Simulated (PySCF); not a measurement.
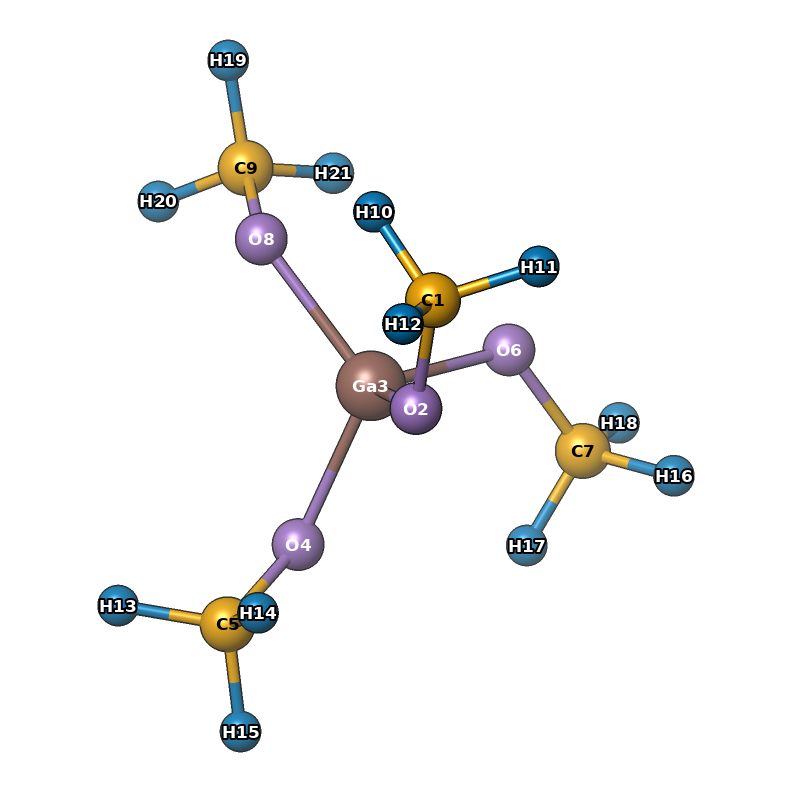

Ga3 lies behind O2. The molecule seen a little off the O2–Ga3 bond, O2 in front. Distant atoms are faded towards the background colour. State: charge −1, singlet. The computed structure is the end point of a PBE0-D3(BJ)/def2-SVP optimisation. No frequency run is at hand to confirm it as a minimum.

### What is the torsion angle C1–O2–Ga3–O4? The sign is positive where the front bond must turn clockwise to cover the back bond.

−159°, antiperiplanar (anti).
